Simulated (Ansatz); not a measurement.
C2H5FOSe: several calculations on one system

## 1. Relaxation

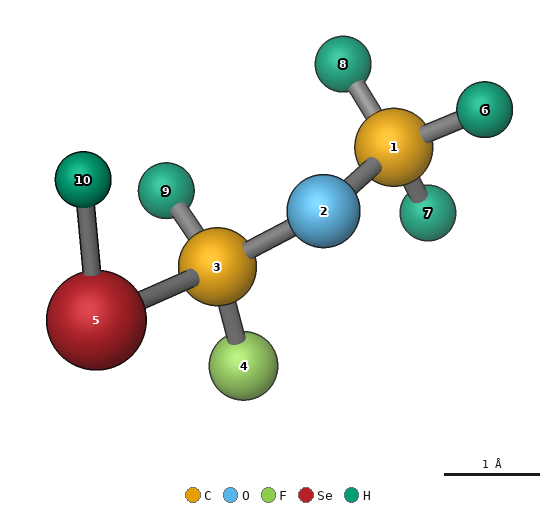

Starting structure of C2H5FOSe. The picture is a ball-and-stick view, seen from a free direction.

The run prepares an end point of a later path (torsion) calculation, from a guessed geometry.

Theory: Ansatz 0.2.0, RKS PBE/def2-SVP.

Input file:
```yaml
crystal:
  periodic: [false, false, false]
  atoms:
    - { symbol: C, position_ang: [-0.7077, 0.1912, 1.2299] }
    - { symbol: O, position_ang: [-0.4791, 0.5602, -0.1255] }
    - { symbol: C, position_ang: [0.2549, -0.4657, -0.7285] }
    - { symbol: F, position_ang: [-0.4295, -1.5699, -0.9465] }
    - { symbol: Se, position_ang: [0.9703, 0.1548, -2.4408] }
    - { symbol: H, position_ang: [-1.3917, 1.0517, 1.6493] }
    - { symbol: H, position_ang: [-1.2943, -0.7172, 1.2997] }
    - { symbol: H, position_ang: [0.2157, 0.2036, 1.815] }
    - { symbol: H, position_ang: [1.1699, -0.7317, -0.0477] }
    - { symbol: H, position_ang: [1.7746, 1.2718, -1.702] }
basis:
  gaussian: { orbitals: def2-SVP }
hamiltonian:
  xc: pbe
relax:
  f_tol: 0.015
  max_steps: 40
```

Run as
```bash
ansatz run input.yaml --threads 2 --pin off --max-ram 3072MiB --backend cpu --events-out ev --progress --plain --runs-dir out
```

Question: What does the optimiser find from here?

Answer: After 7 accepted moves (8 points after the start) the energy has fallen by 34.4 kJ/mol. Largest force component: 3 eV/Å at the start, 0.012 eV/Å at the end. The line search rejected the trial step at point 3 of the run. The atom that moves furthest after the best rigid fit is H10 (0.22 Å). By element the largest moves are H 0.22 Å, C 0.11 Å, O 0.09 Å, Se 0.05 Å, F 0.05 Å. Some distances before and after: Se5–H10 1.562 → 1.485 Å, C1–H6 1.177 → 1.106 Å, C3–F4 1.317 → 1.386 Å, C3–H9 1.171 → 1.117 Å. Among the angles between lasting bonds that change: H7–C1–H8 115.6° → 108.8°, C1–O2–C3 107.7° → 113.9°, H6–C1–H7 106.0° → 109.3°. The run took 24 s on 2 threads of Arm Neoverse V1, on a shared host, peak memory 0.15 GiB.

Step by step:

```
step  E − E(0), kJ/mol  largest force component, eV/Å      note
   0              0.00                         3.0031          
   1            -28.93                         1.2011          
   2            -33.33                         0.5649          
   3            -31.80                         0.5105  rejected
   4            -34.09                         0.1668          
   5            -34.21                         0.0659          
   6            -34.29                         0.0734          
   7            -34.33                         0.0392          
   8            -34.35                         0.0123
```

The structure at the end:

```xyz
10

C    -0.7624    0.2320    1.2531
O    -0.4009    0.5131   -0.1003
C     0.3520   -0.4657   -0.6869
F    -0.3961   -1.6005   -0.9587
Se    1.0200    0.1695   -2.4476
H    -1.3055    1.1177    1.6312
H    -1.4223   -0.6591    1.3191
H     0.1397    0.0594    1.8848
H     1.2038   -0.7899   -0.0406
H     1.6547    1.3723   -1.8512
```

The end point in the same view:

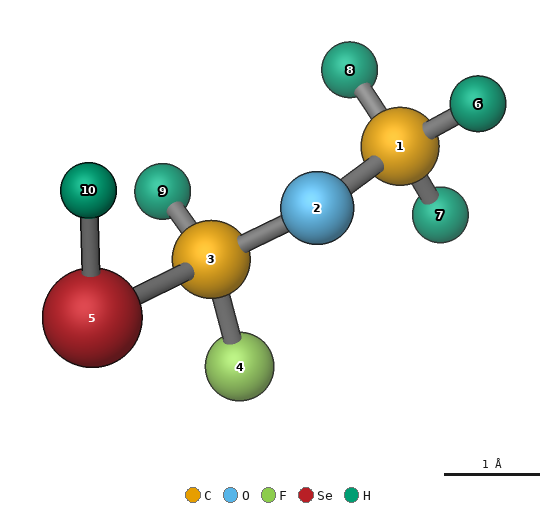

## 2. Relaxation

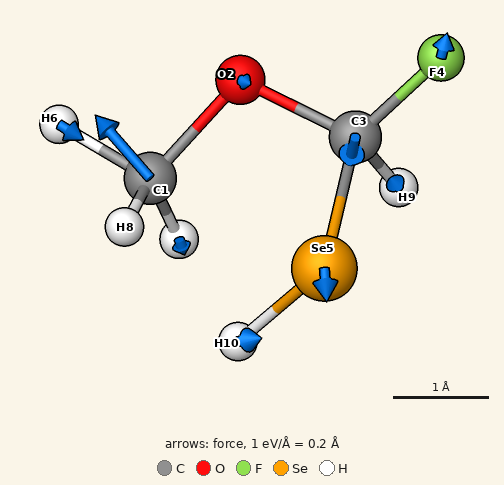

Starting geometry of C2H5FOSe with the computed forces as blue arrows. The picture is a ball-and-stick view, seen at a tilt.

The run prepares an end point of a later path (torsion) calculation, from a guessed geometry.

Level of theory: RKS PBE/def2-SVP (Ansatz). (no spin polarisation; force threshold 0.015 eV/Å; at most 40 steps)

**Is this structure relaxed? If not, where do the atoms go?**

It isn't relaxed: the largest force vector, on a C atom, is 4.66 eV/Å. The final displacements have little in common with the starting forces (cosine between the two patterns 0.30). The atom that moves furthest after the best rigid fit is an H atom (2.03 Å). Largest moves by element: H 2.03 Å, C 0.45 Å, Se 0.34 Å, F 0.34 Å, O 0.23 Å. Some distances before and after: C–Se 2.827 → 3.397 Å, H–Se 1.562 → 1.486 Å, C–Se 1.957 → 2.029 Å, C–H 1.177 → 1.106 Å. Bond angles that change, for instance: C–O–C 107.7° → 114.9°, H–C–H 115.6° → 108.6°, O–C–F 114.4° → 107.6°. Groups turn about C–Se by about 95°, C–O by about 30°. After 20 accepted moves (24 points after the start) the energy has fallen by 22.9 kcal/mol. Largest force component: 3.9 eV/Å at the start, 0.0097 eV/Å at the end. The line search rejected the trial steps at points 6, 9, 15, 21 of the run. The run took 63 s on 2 threads of Arm Neoverse V1, with other jobs on the host, peak memory 0.16 GiB.

## 3. Path

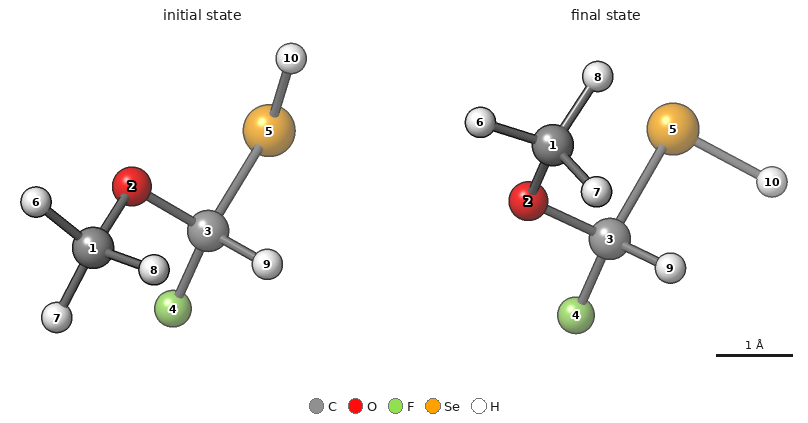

The two relaxed end points of a path for C$_{2}$H$_{5}$FOSe. A ball-and-stick model, seen from a free direction.

Theory: RKS PBE/def2-SVP in Ansatz 0.2.0.

Settings: 7 movable images; climbing image; force threshold 0.05 eV/Å; iteration limit 60.

Start:
```xyz
10

C    -0.7625    0.2327    1.2529
O    -0.4008    0.5131   -0.1006
C     0.3520   -0.4660   -0.6867
F    -0.3963   -1.6008   -0.9580
Se    1.0202    0.1683   -2.4476
H    -1.3054    1.1186    1.6307
H    -1.4224   -0.6583    1.3193
H     0.1396    0.0601    1.8848
H     1.2037   -0.7901   -0.0402
H     1.6550    1.3712   -1.8516
```

End:
```xyz
10

C    -0.7126    0.3287    1.2635
O    -1.0167   -0.1817   -0.0253
C     0.0710   -0.5609   -0.7685
F    -0.3683   -1.4042   -1.7366
Se    0.9440    1.0669   -1.6090
H    -1.6771    0.5518    1.7554
H    -0.1553   -0.4173    1.8769
H    -0.1052    1.2597    1.1997
H     0.8553   -1.0735   -0.1589
H     2.2479    0.3793   -1.7941
```

> What barrier does the band find between them, and by what path?

The energy climbs by 2.04 kcal/mol to image 3 and then falls by 2.12 kcal/mol, so the end point sits at −0.08 kcal/mol. The motion is a rotation about the O2–C3 bond by about 90°, with a turn of about 105° about C3–Se5. No bond forms or breaks between the ends. Among the angles between lasting bonds that change up to the highest image: O2–C3–Se5 109.7° → 112.5°, C1–O2–C3 113.9° → 116.1°. The band converged in 8 iterations. The largest component of the band force went from 28 to 0.037 eV/Å. The climbing image converged on the top of the path. Its vibrational analysis gives one imaginary mode (86i cm⁻¹), as a transition state must have.

Energies of the converged images:

```json
{"image": "0", "path (Å)": "0.00", "E (kcal/mol)": "0.00"}
{"image": "1", "path (Å)": "0.63", "E (kcal/mol)": "0.45"}
{"image": "2", "path (Å)": "1.27", "E (kcal/mol)": "1.48"}
{"image": "3", "path (Å)": "1.90", "E (kcal/mol)": "2.04"}
{"image": "4", "path (Å)": "2.50", "E (kcal/mol)": "1.69"}
{"image": "5", "path (Å)": "3.10", "E (kcal/mol)": "1.10"}
{"image": "6", "path (Å)": "3.70", "E (kcal/mol)": "0.56"}
{"image": "7", "path (Å)": "4.30", "E (kcal/mol)": "0.20"}
{"image": "8", "path (Å)": "4.90", "E (kcal/mol)": "-0.08"}
```

The geometry at the top of the path:

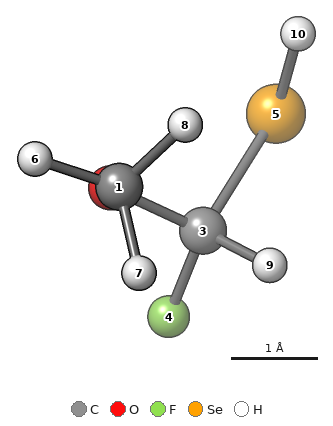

The run took 2.2 min on 2 threads of Arm Neoverse V1, with other jobs on the host, peak memory 0.17 GiB.
